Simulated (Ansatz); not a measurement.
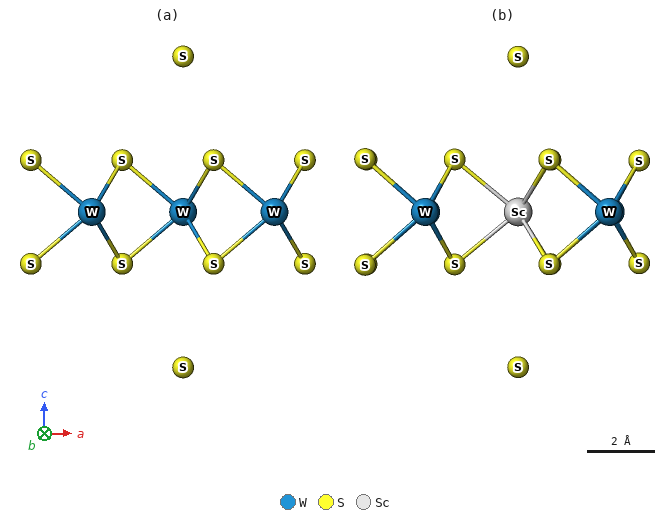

Left: perfect WS2. Right: the same region with one point defect, after relaxing the atoms in a supercell of 36 sites. A ball-and-stick model of the atoms within 5.2 Å of one point, in a slice 3.4 Å thick across the line of sight, seen along the b axis.

Theory: Ansatz, DFT, PBE, plane-wave PAW, default files, scalar-relativistic. (plane-wave cutoff 420 eV; k-point mesh 4 × 3 × 2; occupations fermi dirac; smearing width 0.01 eV; collinear spin) The axes drawn are those of the host's conventional cell.

> Which defect is it?

A tungsten atom is replaced by scandium.

The charge state of the cell is 0.

> How does the lattice respond?

In the host the W atom has 6 S at 2.41 Å; the Sc atom ends with 6 S at 2.48 to 2.49 Å. Of the host's atoms, a sulfur atom moves furthest from its site, by 0.10 Å. The cell ends without a net magnetic moment. Relaxing the atoms from the host's sites lowers the energy by 0.34 eV.

Limits of the set-up: the periodic images lie only 6.4 Å apart, so the values are limited by the cell's size.
